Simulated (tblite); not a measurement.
## C6H14NPSi: geometry relaxation (part 1 of 4)

The run: geometry relaxation of C6H14NPSi, SMILES CC#C[P@@](C)(CC)=N[SiH3]. Method and program: GFN2-xTB geometry optimisation, gas phase (tblite 0.8.0).

It belongs to a series of runs on one base structure; here: CH2NMe2 replaced by propynyl.

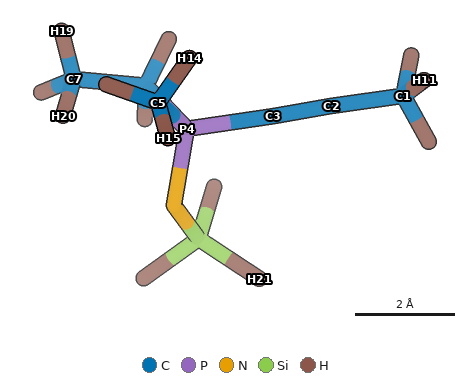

**Figure 1.** The starting structure (stick view, seen at a tilt; atoms are numbered from 1 in the order of the input).

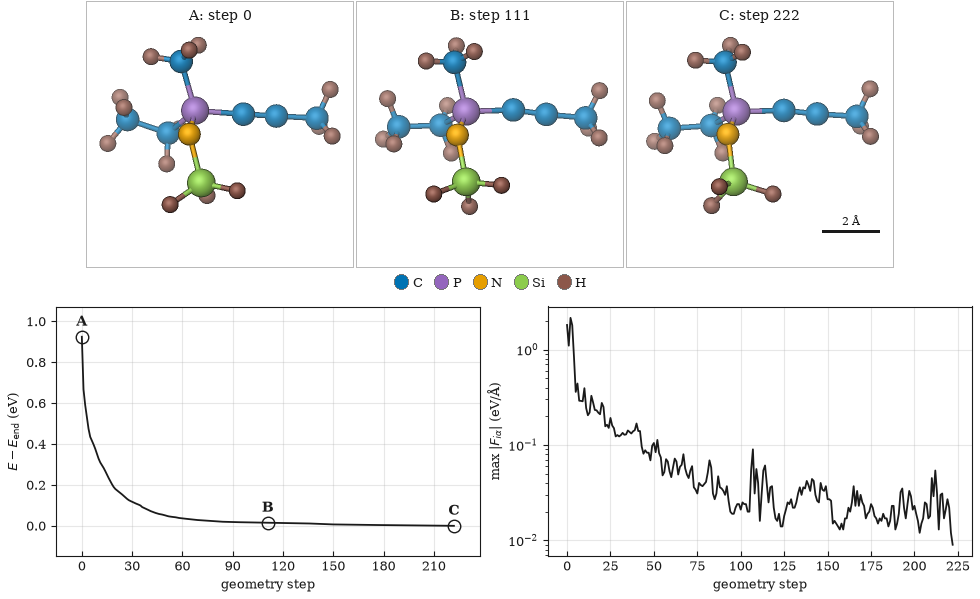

**Figure 2.** Frames of the relaxation (ball-and-stick view, seen at a tilt) above the curves, on which the letters mark them (steps are counted from 0).

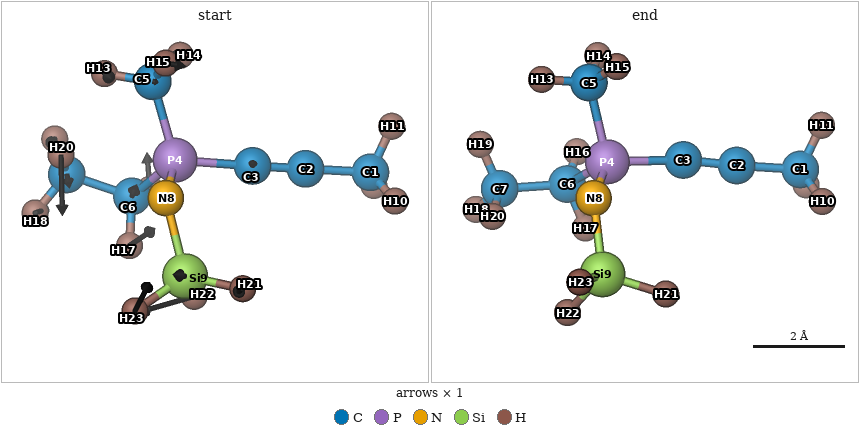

**Figure 3.** Before (left) and after (right) the relaxation, at one scale (ball-and-stick view, seen at a tilt). The black arrows give the displacements, at true length. The atom that moves furthest after the best rigid fit is H22 (1.51 Å). Largest moves by element: H 1.51 Å, Si 0.42 Å, C 0.40 Å, N 0.06 Å, P 0.06 Å. Among the contacts that change: N8–Si9 1.781 → 1.717 Å, P4–C6 1.796 → 1.850 Å, C1–H11 1.127 → 1.090 Å, C1–C2 1.478 → 1.444 Å. Among the angles that change: P4–N8–Si9 116.5° → 128.1°, C3–P4–N8 106.9° → 117.6°, C2–C3–P4 178.3° → 168.8°. Over 222 geometry steps the energy falls by 0.925 eV. Largest force component: 1.8 eV/Å at the start, 0.009 eV/Å at the end. (Atoms are counted from 1 in the order of the input.)

The input and output of the run follow.

Input file
```
{"job": {"kind": "relax", "xc": "GFN2-xTB", "basis": "xTB"}, "charge": 0, "multiplicity": 1}
C      3.659900     1.325100    -1.089000
C      2.307500     0.954500    -0.623200
C      1.212700     0.640600    -0.199000
P     -0.403200     0.223300     0.392800
C     -1.202100     1.651100     1.208900
C     -1.359900    -0.391200    -0.997200
C     -2.828000    -0.332800    -0.583400
N     -0.224700    -0.978400     1.412100
Si     0.531200    -2.458700     0.772300
H      4.421400     0.669000    -0.662400
H      3.920300     2.356900    -0.716800
H      3.633500     1.365200    -2.172600
H     -2.310600     1.628200     1.092100
H     -0.851600     2.546300     0.614300
H     -0.861900     1.824500     2.227100
H     -1.158500     0.127500    -1.924300
H     -1.149600    -1.483200    -1.102300
H     -3.340400    -1.275300    -0.845100
H     -3.355200     0.528500    -0.983700
H     -2.884100    -0.252700     0.531300
H      1.926100    -2.602400     1.244100
H      0.605300    -2.435800    -0.692000
H     -0.292600    -3.603100     1.183500
```

The first line tells a small driver script what to run in tblite; the rest is the geometry in Å.

Launch command:
```bash
OMP_NUM_THREADS=1 python <driver script> task.json out
```

Output
```
step      E/eV     max force
  0    -737.11608    2.768
  1    -737.37374    1.352
  2    -737.44985    2.418
  3    -737.50700    1.843
  4    -737.56650    0.847
  5    -737.60571    0.379
  6    -737.62378    0.448
  7    -737.64310    0.316
  8    -737.66419    0.327
  9    -737.68859    0.397
 10    -737.71257    0.483
 11    -737.73109    0.306
 12    -737.74437    0.288
 13    -737.75777    0.300
 14    -737.77352    0.348
 15    -737.79048    0.300
 16    -737.80714    0.249
 17    -737.82282    0.277
 18    -737.83774    0.284
 19    -737.85114    0.214
 20    -737.86090    0.278
 21    -737.86779    0.252
 22    -737.87426    0.176
 23    -737.88077    0.206
 24    -737.88735    0.185
 25    -737.89462    0.200
 26    -737.90216    0.193
 27    -737.90928    0.167
 28    -737.91532    0.163
 29    -737.91963    0.144
 30    -737.92319    0.171
 31    -737.92713    0.151
 32    -737.93109    0.167
 33    -737.93433    0.162
 34    -737.93783    0.158
 35    -737.94172    0.161
 36    -737.94923    0.151
 37    -737.95302    0.138
 38    -737.95715    0.154
 39    -737.96022    0.148
 40    -737.96469    0.196
 41    -737.96885    0.203
 42    -737.97207    0.168
 43    -737.97521    0.098
 44    -737.97800    0.109
 45    -737.98049    0.128
 46    -737.98290    0.105
 47    -737.98444    0.089
 48    -737.98605    0.078
 49    -737.98809    0.118
 50    -737.99052    0.131
 51    -737.99303    0.102
 52    -737.99494    0.133
 53    -737.99625    0.085
 54    -737.99733    0.077
 55    -737.99831    0.066
 56    -737.99928    0.061
 57    -738.00099    0.085
 58    -738.00262    0.077
 59    -738.00379    0.056
 60    -738.00453    0.061
 61    -738.00532    0.065
 62    -738.00631    0.076
 63    -738.00734    0.082
 64    -738.00829    0.056
 65    -738.00908    0.059
 66    -738.00971    0.067
 67    -738.01090    0.083
 68    -738.01190    0.061
 69    -738.01263    0.060
 70    -738.01315    0.060
 71    -738.01374    0.063
 72    -738.01451    0.069
 73    -738.01515    0.050
 74    -738.01551    0.041
 75    -738.01574    0.042
 76    -738.01602    0.047
 77    -738.01649    0.046
 78    -738.01731    0.050
 79    -738.01783    0.044
 80    -738.01843    0.055
 81    -738.01909    0.061
 82    -738.01992    0.069
 83    -738.02062    0.059
 84    -738.02107    0.035
 85    -738.02135    0.033
 86    -738.02163    0.034
 87    -738.02197    0.048
 88    -738.02229    0.037
 89    -738.02253    0.037
 90    -738.02270    0.033
 91    -738.02288    0.030
 92    -738.02307    0.038
 93    -738.02324    0.032
 94    -738.02335    0.027
 95    -738.02345    0.026
 96    -738.02355    0.026
 97    -738.02367    0.025
 98    -738.02380    0.025
 99    -738.02392    0.025
100    -738.02407    0.023
101    -738.02425    0.027
102    -738.02446    0.027
103    -738.02467    0.029
104    -738.02484    0.023
105    -738.02498    0.022
106    -738.02512    0.058
107    -738.02526    0.102
108    -738.02550    0.037
109    -738.02584    0.060
110    -738.02599    0.041
111    -738.02608    0.017
112    -738.02617    0.033
113    -738.02632    0.057
114    -738.02653    0.064
115    -738.02674    0.041
116    -738.02693    0.027
117    -738.02708    0.037
118    -738.02725    0.039
119    -738.02743    0.028
120    -738.02756    0.021
121    -738.02765    0.019
122    -738.02772    0.021
123    -738.02780    0.020
124    -738.02789    0.021
125    -738.02797    0.020
126    -738.02804    0.022
127    -738.02811    0.026
128    -738.02822    0.029
129    -738.02834    0.032
130    -738.02846    0.028
131    -738.02859    0.029
132    -738.02873    0.026
133    -738.02889    0.038
134    -738.02910    0.046
135    -738.02935    0.041
136    -738.02967    0.042
137    -738.03002    0.041
138    -738.03042    0.046
139    -738.03075    0.042
140    -738.03117    0.039
141    -738.03148    0.046
142    -738.03187    0.046
143    -738.03209    0.034
144    -738.03226    0.029
145    -738.03240    0.026
146    -738.03267    0.046
147    -738.03308    0.046
148    -738.03359    0.045
149    -738.03397    0.039
150    -738.03418    0.030
151    -738.03431    0.028
152    -738.03447    0.026
153    -738.03466    0.016
154    -738.03476    0.018
155    -738.03481    0.017
156    -738.03487    0.017
157    -738.03495    0.017
158    -738.03504    0.018
159    -738.03512    0.018
160    -738.03519    0.022
161    -738.03527    0.023
162    -738.03538    0.025
163    -738.03551    0.022
164    -738.03564    0.025
165    -738.03581    0.037
166    -738.03599    0.032
167    -738.03619    0.040
168    -738.03636    0.029
169    -738.03655    0.030
170    -738.03664    0.025
171    -738.03677    0.029
172    -738.03685    0.020
173    -738.03691    0.020
174    -738.03697    0.020
175    -738.03704    0.026
176    -738.03711    0.025
177    -738.03718    0.020
178    -738.03725    0.019
179    -738.03733    0.021
180    -738.03739    0.017
181    -738.03749    0.017
182    -738.03759    0.021
183    -738.03770    0.025
184    -738.03779    0.025
185    -738.03787    0.019
186    -738.03795    0.023
187    -738.03802    0.023
188    -738.03808    0.024
189    -738.03813    0.014
190    -738.03817    0.016
191    -738.03822    0.022
192    -738.03829    0.034
193    -738.03838    0.036
194    -738.03849    0.023
195    -738.03860    0.021
196    -738.03871    0.029
197    -738.03881    0.037
198    -738.03891    0.031
199    -738.03899    0.026
200    -738.03903    0.029
201    -738.03910    0.020
202    -738.03917    0.017
203    -738.03921    0.017
204    -738.03927    0.019
205    -738.03934    0.024
206    -738.03944    0.032
207    -738.03956    0.031
208    -738.03969    0.021
209    -738.03979    0.019
210    -738.03987    0.052
211    -738.03993    0.036
212    -738.04004    0.057
213    -738.04014    0.034
214    -738.04025    0.017
215    -738.04037    0.033
216    -738.04048    0.035
217    -738.04064    0.018
218    -738.04076    0.022
219    -738.04086    0.029
220    -738.04093    0.026
221    -738.04100    0.018
222    -738.04105    0.010
```

Trajectory as extended XYZ (Å, eV, eV/Å), 35 of the 223 frames kept, from step=0 to step=222
```
23
Properties=species:S:1:pos:R:3:forces:R:3 step=0 energy=-737.11608
C     3.6599    1.3251   -1.0890   -0.7340   0.8320   0.9820
C     2.3075    0.9545   -0.6232    0.2220   0.0600   0.2140
C     1.2127    0.6406   -0.1990    0.4480   1.0810  -0.8370
P    -0.4032    0.2233    0.3928    1.2270  -1.6950   1.8120
C    -1.2021    1.6511    1.2089   -0.0180   1.3820  -1.3340
C    -1.3599   -0.3912   -0.9972   -1.0290  -0.5720  -0.8200
C    -2.8280   -0.3328   -0.5834   -0.4530  -0.3110   0.8420
N    -0.2247   -0.9784    1.4121    0.3920  -0.8550  -0.2950
Si    0.5312   -2.4587    0.7723   -0.3680   1.1280   0.9480
H     4.4214    0.6690   -0.6624   -0.2160  -0.1580  -0.3870
H     3.9203    2.3569   -0.7168   -0.4380  -0.8180  -0.3060
H     3.6335    1.3652   -2.1726    0.2930  -0.2420  -0.0430
H    -2.3106    1.6282    1.0921    0.8810  -0.0870   0.4000
H    -0.8516    2.5463    0.6143   -0.2950  -0.6070   0.4410
H    -0.8619    1.8245    2.2271   -0.1560  -0.4480  -0.0290
H    -1.1585    0.1275   -1.9243   -0.0290   0.0580  -0.3450
H    -1.1496   -1.4832   -1.1023    0.3610   0.9910  -0.0610
H    -3.3404   -1.2753   -0.8451    0.0680   0.6480  -0.0680
H    -3.3552    0.5285   -0.9837   -0.0690  -0.0840  -0.1870
H    -2.8841   -0.2527    0.5313    0.0070  -0.3030  -0.7080
H     1.9261   -2.6024    1.2441   -0.2870   0.0750  -0.0320
H     0.6053   -2.4358   -0.6920    0.1500  -0.2310  -0.1760
H    -0.2926   -3.6031    1.1835    0.0430   0.1560  -0.0110
23
Properties=species:S:1:pos:R:3:forces:R:3 step=7 energy=-737.64310
C     3.6302    1.3457   -1.0645   -0.0540  -0.0140   0.0300
C     2.3143    0.9717   -0.5862   -0.2910   0.0050  -0.0330
C     1.1661    0.7567   -0.2643    0.2250   0.0270  -0.0870
P    -0.3528    0.1518    0.4432    0.0090   0.1310  -0.0460
C    -1.1393    1.6552    1.1468   -0.0890   0.1450   0.1440
C    -1.3864   -0.3693   -0.9997   -0.1880  -0.0840  -0.1010
C    -2.8548   -0.3346   -0.5739   -0.0560  -0.0450  -0.0020
N    -0.2042   -1.0244    1.4807    0.1650   0.0650  -0.2620
Si    0.5320   -2.4483    0.8100   -0.0110   0.1230   0.2250
H     4.3819    0.6433   -0.7024   -0.0680   0.0210   0.0890
H     3.8760    2.3509   -0.7139    0.0010  -0.0950  -0.0160
H     3.6628    1.3342   -2.1554   -0.1030   0.0240   0.0350
H    -2.2270    1.5998    1.1228    0.0340  -0.1320  -0.1210
H    -0.8376    2.5514    0.5969    0.1160  -0.2140   0.0210
H    -0.8694    1.7615    2.1956    0.2690  -0.0660   0.0010
H    -1.1904    0.1464   -1.9391   -0.0350   0.2400   0.1110
H    -1.0937   -1.4097   -1.1443    0.0450  -0.0020  -0.1030
H    -3.3824   -1.2385   -0.8775    0.0470   0.0810  -0.1130
H    -3.3797    0.5237   -0.9948    0.0520  -0.0270   0.1210
H    -2.9008   -0.2968    0.5184   -0.1070  -0.0680  -0.1100
H     1.9131   -2.5839    1.2618    0.0450   0.0330   0.1130
H     0.6339   -2.4779   -0.6663    0.0680  -0.0930   0.0160
H    -0.2966   -3.5818    1.1938   -0.0740  -0.0540   0.0870
23
Properties=species:S:1:pos:R:3:forces:R:3 step=13 energy=-737.75777
C     3.6000    1.3404   -1.0570    0.0500   0.1020  -0.0040
C     2.2776    1.0028   -0.6107   -0.2120  -0.0680   0.0230
C     1.1201    0.8136   -0.3245    0.0310  -0.1290  -0.1240
P    -0.3533    0.1627    0.4029   -0.0240  -0.0530   0.0720
C    -1.1006    1.6370    1.1607    0.0450  -0.0270  -0.1280
C    -1.4188   -0.3482   -1.0201    0.1190   0.0830   0.0360
C    -2.8845   -0.3519   -0.5919    0.0280  -0.0140  -0.0150
N    -0.1328   -0.9833    1.4490    0.0310  -0.1670   0.0150
Si    0.5539   -2.4621    0.8731   -0.0260   0.1110  -0.0660
H     4.3212    0.6272   -0.6726    0.0820  -0.1130   0.0750
H     3.8582    2.3346   -0.7054    0.0950   0.1360   0.0320
H     3.6291    1.3266   -2.1406    0.0630   0.0100  -0.2120
H    -2.1840    1.5387    1.1082    0.0770   0.1900   0.2190
H    -0.7674    2.5036    0.5840   -0.1230  -0.0080   0.1490
H    -0.7508    1.7022    2.1911   -0.1160   0.0310  -0.0840
H    -1.2426    0.2776   -1.8935   -0.0370   0.0310  -0.0620
H    -1.0535   -1.3581   -1.2363   -0.1660   0.1020  -0.1120
H    -3.4140   -1.2191   -0.9749    0.0080  -0.0370  -0.0880
H    -3.3896    0.5400   -0.9529   -0.0580   0.0560   0.0110
H    -2.9647   -0.3745    0.4970    0.0390  -0.1430  -0.0270
H     1.9276   -2.5578    1.3481    0.0700  -0.0630   0.1700
H     0.6861   -2.5574   -0.5993    0.0180  -0.0580  -0.0100
H    -0.3220   -3.5677    1.2530    0.0070   0.0280   0.1320
23
Properties=species:S:1:pos:R:3:forces:R:3 step=20 energy=-737.86090
C     3.5791    1.3561   -1.0668    0.0270  -0.0150  -0.0280
C     2.2282    1.0405   -0.6734    0.0830   0.0180  -0.0470
C     1.0719    0.7678   -0.4615    0.0280   0.0320   0.0900
P    -0.3608    0.1415    0.3652    0.0100  -0.0240  -0.0830
C    -1.0554    1.6155    1.1733    0.0190  -0.0060   0.0290
C    -1.4580   -0.2785   -1.0610    0.0230   0.0220  -0.0550
C    -2.9169   -0.3714   -0.6361   -0.0610  -0.0220  -0.0080
N    -0.0657   -0.9798    1.4146   -0.0640  -0.0700  -0.0690
Si    0.6153   -2.4930    0.9380   -0.0490  -0.0460  -0.0190
H     4.2445    0.6075   -0.6356    0.0490   0.0150  -0.0740
H     3.8796    2.3399   -0.7048   -0.0830  -0.0160  -0.0120
H     3.6535    1.3338   -2.1546    0.0920   0.0060   0.0240
H    -2.1383    1.5749    1.2261   -0.0820  -0.0420  -0.0030
H    -0.7417    2.4933    0.6152   -0.0320   0.1070  -0.0130
H    -0.6501    1.6480    2.1799    0.0580   0.0290   0.0840
H    -1.3207    0.4583   -1.8533    0.0110   0.0170  -0.0410
H    -1.1031   -1.2424   -1.4358    0.0600   0.0120   0.0240
H    -3.4188   -1.1811   -1.1552   -0.0880  -0.0300  -0.0950
H    -3.4350    0.5559   -0.8642   -0.0950   0.0370   0.0680
H    -3.0037   -0.5691    0.4319    0.0860  -0.0350   0.0550
H     1.9483   -2.5767    1.5591   -0.1640  -0.0470  -0.0860
H     0.7709   -2.6987   -0.5324    0.0290   0.0080   0.2760
H    -0.3277   -3.5153    1.4189    0.1410   0.0490  -0.0170
```
